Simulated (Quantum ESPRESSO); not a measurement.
**Grüneisen parameters and expansion of NaCl (Fm-3m)**

Wanted: mode Grüneisen parameters of NaCl and a free-energy fit over volumes.

Experimental results on record:
- volume expansion coefficient 121.2 1e-6/K near room temperature (given in “Descriptors for thermal expansion in solids”, 2017, arXiv:1701.03966)
- volume expansion coefficient 119.1 1e-6/K and heat capacity C_P per formula unit 50.54 J/mol/K near room temperature (given in “High-Throughput Prediction of Finite-Temperature Properties using the Quasi-Harmonic Approximation”, 2016, arXiv:1603.06924)

Calculated with Quantum ESPRESSO 7.5; DFT PBEsol, scalar-relativistic, plane waves, GBRV ultrasoft pseudopotentials.

The database entry behind the starting cell differs from later determinations by our own check (an axis about 0.4 % short against later determinations), so it need not match the best structure at ambient conditions.

### 1. Set-up

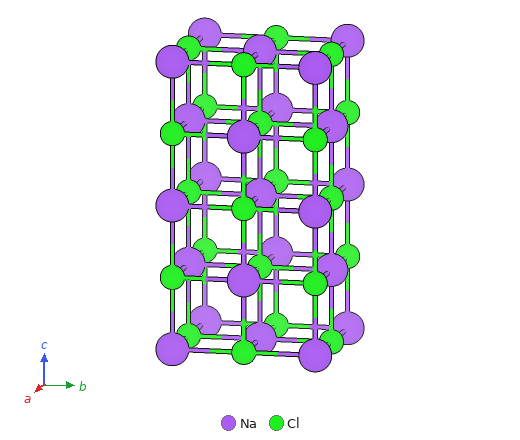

The cell as given, slightly off an axis (sodium purple, chlorine green). 1×1×2 cells are drawn. This picture shows the conventional cell, with its axes. Some periodic images of atoms are drawn too.

Coordinates:

```cif
data_structure
_symmetry_space_group_name_H-M 'P 1'
_symmetry_Int_Tables_number 1
_cell_length_a 3.9739
_cell_length_b 3.9739
_cell_length_c 3.9739
_cell_angle_alpha 60.000
_cell_angle_beta 60.000
_cell_angle_gamma 60.000
_cell_volume 44.38
loop_
_atom_site_label
_atom_site_type_symbol
_atom_site_fract_x
_atom_site_fract_y
_atom_site_fract_z
_atom_site_occupancy
Na1 Na 0.00000 0.00000 0.00000 1
Cl2 Cl 0.50000 0.50000 0.50000 1
```

### 2. A first coarse run

Before spending time, one coarse run tells the gap and the pressure of the starting cell.

Contents of probe.in:

```
 &control
    calculation='scf',
    prefix='x',
    outdir='./tmp',
    pseudo_dir='./pseudo',
    tprnfor=.true.,
    tstress=.true.,
    verbosity='high',
 /
 &system
    ibrav=0,
    nat=2,
    ntyp=2,
    ecutwfc=34.0,
    ecutrho=204.0,
    occupations='smearing',
    smearing='gaussian',
    degauss=0.01,
 /
 &electrons
    conv_thr=1.0d-07,
    mixing_beta=0.7,
    electron_maxstep=100,
 /
ATOMIC_SPECIES
 Na     22.9898  Na.upf
 Cl     35.4500  Cl.upf
CELL_PARAMETERS angstrom
     0.000000000    2.810000000    2.810000000
     2.810000000    0.000000000    2.810000000
     2.810000000    2.810000000    0.000000000
ATOMIC_POSITIONS crystal
 Na     0.000000000   0.000000000   0.000000000
 Cl     0.500000000   0.500000000   0.500000000
K_POINTS automatic
 6 6 6 0 0 0
```

Started as:

```sh
$ OMP_NUM_THREADS=1 mpirun -n 8 pw.x -nk 8 -in probe.in > probe.out
```

What it wrote:

```text
Program PWSCF v.7.5

     This program is part of the open-source Quantum ESPRESSO suite
     for quantum simulation of materials; please cite
         "P. Giannozzi et al., J. Phys.:Condens. Matter 21 395502 (2009);
         "P. Giannozzi et al., J. Phys.:Condens. Matter 29 465901 (2017);
         "P. Giannozzi et al., J. Chem. Phys. 152 154105 (2020);
     in publications or presentations arising from this work. More details at

     Message from routine setup:
     using ibrav=0 with symmetry is DISCOURAGED, use correct ibrav instead

     G-vector sticks info
     --------------------
     sticks:   dense  smooth     PW     G-vecs:    dense   smooth      PW
     Sum         793     517    163                14649     7991    1459

     Using Slab Decomposition

     bravais-lattice index     =            0
     lattice parameter (alat)  =       7.5097  a.u.
     unit-cell volume          =     299.4646 (a.u.)^3
     number of atoms/cell      =            2
     number of atomic types    =            2
     number of electrons       =        16.00
     number of Kohn-Sham states=           12
     kinetic-energy cutoff     =      34.0000  Ry
     charge density cutoff     =     204.0000  Ry
     scf convergence threshold =      1.0E-07
     mixing beta               =       0.7000
     number of iterations used =            8  plain     mixing
     Exchange-correlation= SLA  PW   PSX  PSC
                           (   1   4  10   8   0   0   0)

     celldm(1)=   7.509658  celldm(2)=   0.000000  celldm(3)=   0.000000
     celldm(4)=   0.000000  celldm(5)=   0.000000  celldm(6)=   0.000000

     crystal axes: (cart. coord. in units of alat)
               a(1) = (   0.000000   0.707107   0.707107 )
               a(2) = (   0.707107   0.000000   0.707107 )
               a(3) = (   0.707107   0.707107   0.000000 )

     reciprocal axes: (cart. coord. in units 2 pi/alat)
               b(1) = ( -0.707107  0.707107  0.707107 )
               b(2) = (  0.707107 -0.707107  0.707107 )
               b(3) = (  0.707107  0.707107 -0.707107 )

     PseudoPot. # 1 for Na read from file:
     ./pseudo/Na.upf
     Pseudo is Ultrasoft, Zval =  9.0
     Using radial grid of  819 points,  5 beta functions with:
                l(1) =   0
                l(2) =   0
                l(3) =   1
                l(4) =   1
                l(5) =   2
     Q(r) pseudized with  8 coefficients,  rinner =    1.250   1.250   1.250
                                                       1.250   1.250

     PseudoPot. # 2 for Cl read from file:
     ./pseudo/Cl.upf
     Pseudo is Ultrasoft + core correction, Zval =  7.0
     Using radial grid of  909 points,  6 beta functions with:
                l(1) =   0
                l(2) =   0
                l(3) =   1
                l(4) =   1
                l(5) =   2
                l(6) =   2
     Q(r) pseudized with  8 coefficients,  rinner =    1.300   1.300   1.300
                                                       1.300   1.300

     atomic species   valence    mass     pseudopotential
     Na                9.00    22.98980     Na( 1.00)
     Cl                7.00    35.45000     Cl( 1.00)

     48 Sym. Ops., with inversion, found

                                    s                        frac. trans.

      isym =  1     identity

 cryst.   s( 1) = (     1          0          0      )
                  (     0          1          0      )
                  (     0          0          1      )

 cart.    s( 1) = (  1.0000000 -0.0000000  0.0000000 )
                  ( -0.0000000  1.0000000  0.0000000 )
                  ( -0.0000000  0.0000000  1.0000000 )

      isym =  2     180 deg rotation - cart. axis [0,0,1]

 cryst.   s( 2) = (     0          1         -1      )
                  (     1          0         -1      )
                  (     0          0         -1      )

 cart.    s( 2) = ( -1.0000000  0.0000000  0.0000000 )
                  (  0.0000000 -1.0000000  0.0000000 )
                  (  0.0000000 -0.0000000  1.0000000 )

      isym =  3     180 deg rotation - cart. axis [0,1,0]

 cryst.   s( 3) = (     0         -1          1      )
                  (     0         -1          0      )
                  (     1         -1          0      )

 cart.    s( 3) = ( -1.0000000 -0.0000000 -0.0000000 )
                  (  0.0000000  1.0000000 -0.0000000 )
                  (  0.0000000  0.0000000 -1.0000000 )

      isym =  4     180 deg rotation - cart. axis [1,0,0]

 cryst.   s( 4) = (    -1          0          0      )
                  (    -1          0          1      )
                  (    -1          1          0      )

 cart.    s( 4) = (  1.0000000  0.0000000 -0.0000000 )
                  ( -0.0000000 -1.0000000 -0.0000000 )
                  ( -0.0000000 -0.0000000 -1.0000000 )

      isym =  5     180 deg rotation - cart. axis [1,1,0]

 cryst.   s( 5) = (    -1          0          1      )
[...]
cart.    s( 5) = ( -0.0000000  1.0000000 -0.0000000 )
[...]
isym =  6     180 deg rotation - cart. axis [1,-1,0]

 cryst.   s( 6) = (     0         -1          0      )
[...]
cart.    s( 6) = (  0.0000000 -1.0000000 -0.0000000 )
[...]
isym =  7      90 deg rotation - cart. axis [0,0,-1]

 cryst.   s( 7) = (     0          1          0      )
[...]
cart.    s( 7) = (  0.0000000  1.0000000  0.0000000 )
[...]
isym =  8      90 deg rotation - cart. axis [0,0,1]

 cryst.   s( 8) = (     1          0         -1      )
[...]
cart.    s( 8) = ( -0.0000000 -1.0000000  0.0000000 )
[...]
isym =  9     180 deg rotation - cart. axis [1,0,1]

 cryst.   s( 9) = (    -1          1          0      )
[...]
cart.    s( 9) = (  0.0000000  0.0000000  1.0000000 )
[...]
isym = 10     180 deg rotation - cart. axis [-1,0,1]

 cryst.   s(10) = (     0          0         -1      )
[...]
cart.    s(10) = ( -0.0000000  0.0000000 -1.0000000 )
[...]
isym = 11      90 deg rotation - cart. axis [0,1,0]

 cryst.   s(11) = (     0          0          1      )
[...]
cart.    s(11) = ( -0.0000000 -0.0000000  1.0000000 )
[...]
isym = 12      90 deg rotation - cart. axis [0,-1,0]

 cryst.   s(12) = (     1         -1          0      )
[...]
cart.    s(12) = (  0.0000000 -0.0000000 -1.0000000 )
[...]
1.0000   1.0000   1.0000   1.0000   1.0000   1.0000   1.0000   1.0000
     0.0000   0.0000   0.0000   0.0000

          k = 0.2357 0.0000-0.0000 (   994 PWs)   bands (ev):

   -47.5742 -19.6627 -19.6575 -19.6575 -11.5373   0.3703   0.8497   0.8497
     7.0984  10.6881  12.5812  12.5813

     occupation numbers
     1.0000   1.0000   1.0000   1.0000   1.0000   1.0000   1.0000   1.0000
     0.0000   0.0000   0.0000   0.0000

          k = 0.3536 0.1179-0.1179 (  1003 PWs)   bands (ev):

   -47.5738 -19.6739 -19.6592 -19.6589 -11.3990  -0.3083   0.6618   0.7034
     8.2253  10.2243  11.5248  12.7870

     occupation numbers
     1.0000   1.0000   1.0000   1.0000   1.0000   1.0000   1.0000   1.0000
     0.0000   0.0000   0.0000   0.0000

          k =-0.2357-0.4714 0.4714 (  1008 PWs)   bands (ev):

   -47.5736 -19.6828 -19.6613 -19.6593 -11.2808  -0.7784   0.4297   0.6525
     8.7350  10.7875  11.2472  12.4050

     occupation numbers
     1.0000   1.0000   1.0000   1.0000   1.0000   1.0000   1.0000   1.0000
     0.0000   0.0000   0.0000   0.0000

          k =-0.1179-0.3536 0.3536 (  1002 PWs)   bands (ev):

   -47.5736 -19.6809 -19.6624 -19.6573 -11.3073  -0.6640   0.3793   0.7424
     8.7491  10.9007  11.1075  12.3579

     occupation numbers
     1.0000   1.0000   1.0000   1.0000   1.0000   1.0000   1.0000   1.0000
     0.0000   0.0000   0.0000   0.0000

          k = 0.0000-0.2357 0.2357 (   991 PWs)   bands (ev):

[...]
occupation numbers
[...]
k = 0.4714 0.0000-0.0000 (  1018 PWs)   bands (ev):

[...]
occupation numbers
[...]
k =-0.1179-0.5893 0.5893 (  1004 PWs)   bands (ev):

[...]
occupation numbers
[...]
k =-0.0000-0.4714 0.4714 (   991 PWs)   bands (ev):

[...]
occupation numbers
[...]
k =-0.7071 0.0000 0.0000 (   998 PWs)   bands (ev):

   -47.5733 -19.6770 -19.6640 -19.6640 -11.2431  -0.7124   0.4003   0.4003
     8.4628   8.8702  12.2267  15.7388

     occupation numbers
     1.0000   1.0000   1.0000   1.0000   1.0000   1.0000   1.0000   1.0000
     0.0000   0.0000   0.0000   0.0000

          k =-0.2357-0.4714 0.7071 (  1013 PWs)   bands (ev):

   -47.5736 -19.6768 -19.6651 -19.6602 -11.2953  -0.4997   0.2430   0.5782
     9.2940  10.0138  10.7113  13.1767

     occupation numbers
     1.0000   1.0000   1.0000   1.0000   1.0000   1.0000   1.0000   1.0000
     0.0000   0.0000   0.0000   0.0000

          k =-0.1179-0.3536 0.5893 (  1008 PWs)   bands (ev):

   -47.5734 -19.6768 -19.6674 -19.6622 -11.2423  -0.5110  -0.0073   0.4656
     9.7653  10.0961  10.8369  12.7437

     occupation numbers
     1.0000   1.0000   1.0000   1.0000   1.0000   1.0000   1.0000   1.0000
     0.0000   0.0000   0.0000   0.0000

          k =-0.7071 0.2357 0.0000 (  1008 PWs)   bands (ev):

   -47.5733 -19.6740 -19.6675 -19.6658 -11.2297  -0.4781   0.0696   0.2763
     9.3267   9.7154  11.3794  12.9664

     occupation numbers
     1.0000   1.0000   1.0000   1.0000   1.0000   1.0000   1.0000   1.0000
     0.0000   0.0000   0.0000   0.0000

     the Fermi energy is     4.7179 ev

!    total energy              =    -128.63178342 Ry
     estimated scf accuracy    <          2.8E-10 Ry
     smearing contrib. (-TS)   =      -0.00000000 Ry
     internal energy E=F+TS    =    -128.63178342 Ry

     The total energy is F=E-TS. E is the sum of the following terms:
     one-electron contribution =     -81.19686536 Ry
     hartree contribution      =      45.16459218 Ry
     xc contribution           =     -23.54862477 Ry
     ewald contribution        =     -69.05088548 Ry

     convergence has been achieved in   7 iterations

     negative rho (up, down):  1.441E-02 0.000E+00

     Forces acting on atoms (cartesian axes, Ry/au):

     atom    1 type  1   force =    -0.00000000   -0.00000000    0.00000000
     atom    2 type  2   force =    -0.00000000    0.00000000   -0.00000000
     The non-local contrib.  to forces
     atom    1 type  1   force =     0.00000000    0.00000000    0.00000000
     atom    2 type  2   force =    -0.00000000    0.00000000    0.00000000
     The ionic contribution  to forces
     atom    1 type  1   force =    -0.00000000   -0.00000000   -0.00000000
     atom    2 type  2   force =    -0.00000000    0.00000000   -0.00000000
     The local contribution  to forces
     atom    1 type  1   force =    -0.00000000   -0.00000000    0.00000000
     atom    2 type  2   force =    -0.00000000    0.00000000    0.00000000
     The core correction contribution to forces
     atom    1 type  1   force =     0.00000000    0.00000000    0.00000000
     atom    2 type  2   force =    -0.00000000    0.00000000   -0.00000000
     The Hubbard contrib.    to forces
     atom    1 type  1   force =     0.00000000    0.00000000    0.00000000
     atom    2 type  2   force =     0.00000000    0.00000000    0.00000000
     The SCF correction term to forces
     atom    1 type  1   force =    -0.00000000   -0.00000000    0.00000000
     atom    2 type  2   force =    -0.00000000   -0.00000000   -0.00000000

     Total force =     0.000000     Total SCF correction =     0.000000

     Computing stress (Cartesian axis) and pressure

     negative rho (up, down):  1.441E-02 0.000E+00
          total   stress  (Ry/bohr**3)                   (kbar)     P=       -7.54
  -0.00005124  -0.00000000  -0.00000000           -7.54       -0.00       -0.00
  -0.00000000  -0.00005124   0.00000000           -0.00       -7.54        0.00
  -0.00000000   0.00000000  -0.00005124           -0.00        0.00       -7.54

     kinetic stress (kbar)   9301.75      0.00      0.00
                                0.00   9301.75      0.00
                                0.00      0.00   9301.75

     local   stress (kbar)  14292.74      0.00     -0.00
                                0.00  14292.74     -0.00
                               -0.00     -0.00  14292.74

     nonloc. stress (kbar) -16349.64     -0.00     -0.00
                               -0.00 -16349.64     -0.00
                               -0.00     -0.00 -16349.64

     hartree stress (kbar)   7395.35      0.00      0.00
                                0.00   7395.35      0.00
                                0.00      0.00   7395.35

     exc-cor stress (kbar)  -1491.42      0.00     -0.00
                                0.00  -1491.42     -0.00
                               -0.00     -0.00  -1491.42

     corecor stress (kbar)  -1849.77     -0.00     -0.00
                               -0.00  -1849.77     -0.00
                               -0.00     -0.00  -1849.77

     ewald   stress (kbar) -11306.55      0.00      0.00
                                0.00 -11306.55      0.00
                                0.00      0.00 -11306.55

     hubbard stress (kbar)      0.00      0.00      0.00
                                0.00      0.00      0.00
                                0.00      0.00      0.00

     DFT-D   stress (kbar)      0.00      0.00      0.00
[...]
XDM     stress (kbar)      0.00      0.00      0.00
[...]
dft-nl  stress (kbar)      0.00      0.00      0.00
                                0.00      0.00      0.00
                                0.00      0.00      0.00

     TS-vdW  stress (kbar)      0.00      0.00      0.00
                                0.00      0.00      0.00
                                0.00      0.00      0.00

     MDB     stress (kbar)      0.00      0.00      0.00
                                0.00      0.00      0.00
                                0.00      0.00      0.00

     3D-RISM stress (kbar)      0.00      0.00      0.00
                                0.00      0.00      0.00
                                0.00      0.00      0.00

     Writing all to output data dir ./tmp/x.save/ :
     XML data file, charge density, pseudopotentials, collected wavefunctions

   JOB DONE.
```

Wall time 1.9 s (8 MPI ranks of Intel Xeon 6975P-C (Granite Rapids), shared host).

This step gave:

| Quantity | Value |
| --- | --- |
| volume per atom | 22.19 Å³ |
| pressure | -0.754 GPa |
| gap on the k-mesh | 4.972 eV |

The start is under -0.75 GPa at this level and looks like an insulator or semiconductor on this mesh.

(Continued in part 2 of 8.)

[Logs are printed without paths, hosts, clocks, repeated set-up lines and the standing remarks that a program may print on its own settings, such as how far it seeks lower states.]

[Hosts, paths, dates, database ids (printed as entryN), source tags and the programs' standing remarks are cut or masked in the printed files.]

[A step with changed settings may run another functional than the one named; its input shows which.]

[Of the runs on displaced cells, only some may be shown.]
